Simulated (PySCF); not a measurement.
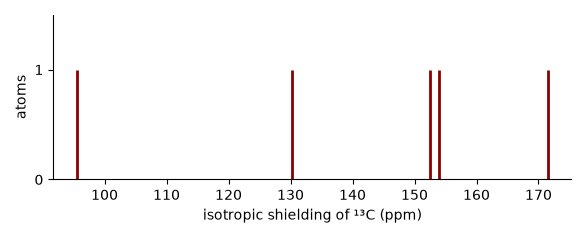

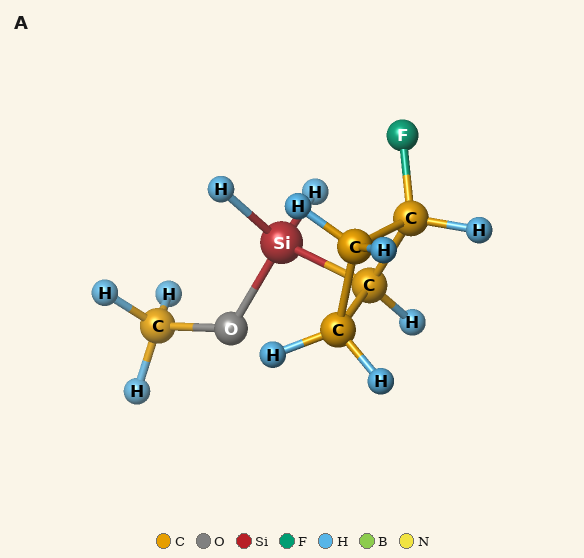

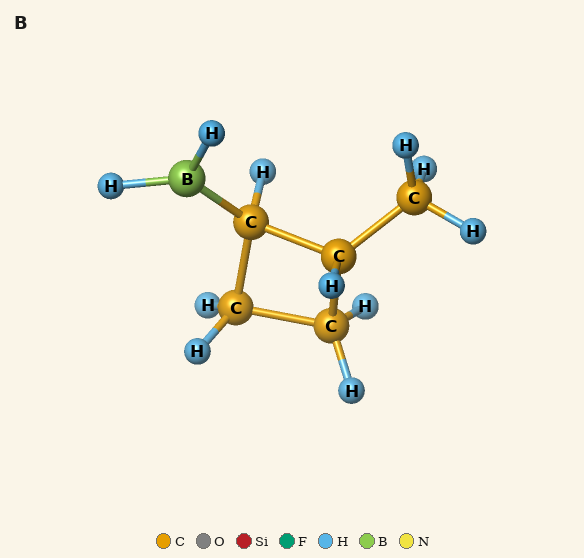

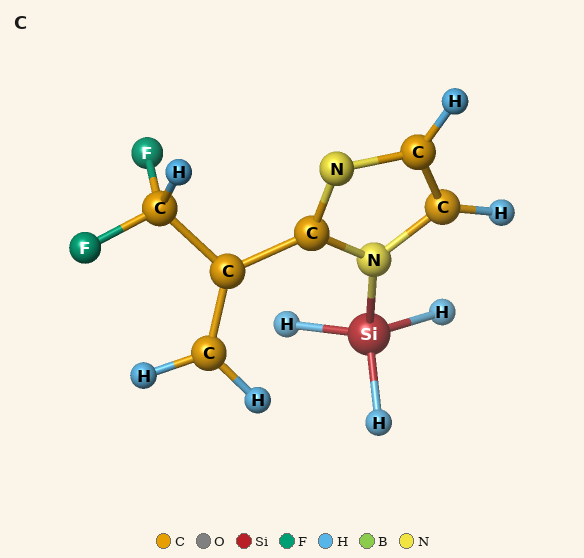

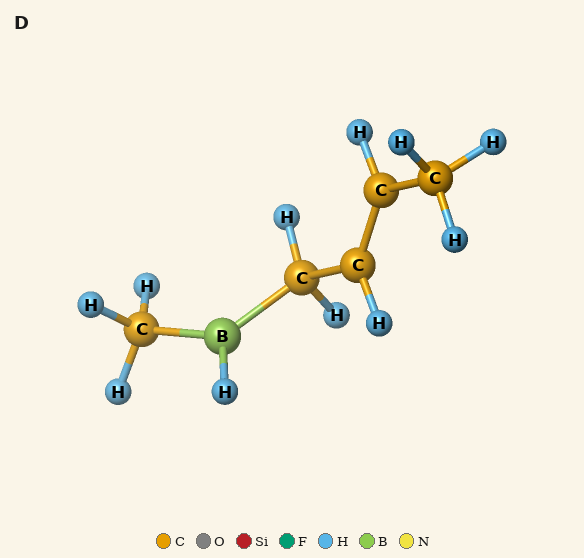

The sticks are computed shieldings of one of the molecules, for one fixed geometry (PBE0-D3(BJ)/def2-SVP) without averaging over rotations. Low shielding means a high chemical shift. Method: GIAO PBE0/pcSseg-1 NMR shielding, non-relativistic, IEF-PCM cyclohexane (PySCF 2.14.0).

> Which molecule gives this pattern?

A, `CO[SiH2][C@@H]1CC[C@@H]1F`. Its 5 C atoms give lines at 95.5, 130.2, 152.5, 154.0, 171.5 ppm.
